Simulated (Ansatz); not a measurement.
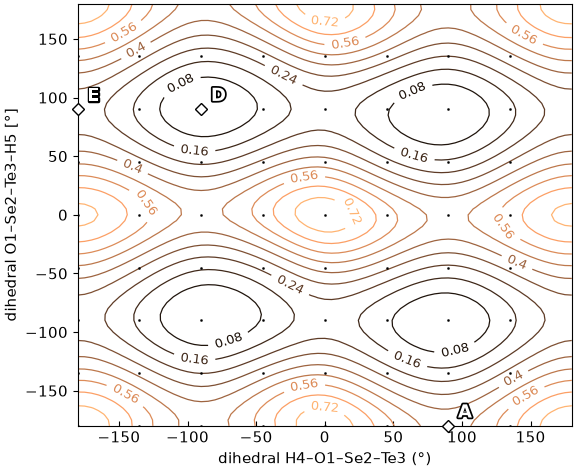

H₂OSeTe, SMILES O[Se][TeH]. The first coordinate is: dihedral H4–O1–Se2–Te3; the second: dihedral O1–Se2–Te3–H5. Nothing is relaxed (all other coordinates rigid). The scan uses an 8 × 8 grid; 34 points were computed and 30 follow by symmetry. Points are written as (first, second). Energies are in eV, from the relaxed molecule at the same level. All numbers below come from RKS wB97M-V/def2-SVP (Ansatz).

The picture shows contour lines labelled in eV, dots at the grid points, lettered points. Between grid points the surface is interpolated.

### Is E the lowest point of the computed grid?

No. E lies 0.269 eV above the lowest grid point, which is at (−90°, 90°).

### Rank the lettered points by energy, lowest first.

D (0.0043 eV), E (0.273 eV), A (0.450 eV).

### What kind of point is each of A, D, E: minimum, saddle, maximum or slope?

A: saddle point; D: minimum; E: saddle point. (In these two coordinates alone; a stationary point may lie a little off the grid point.)
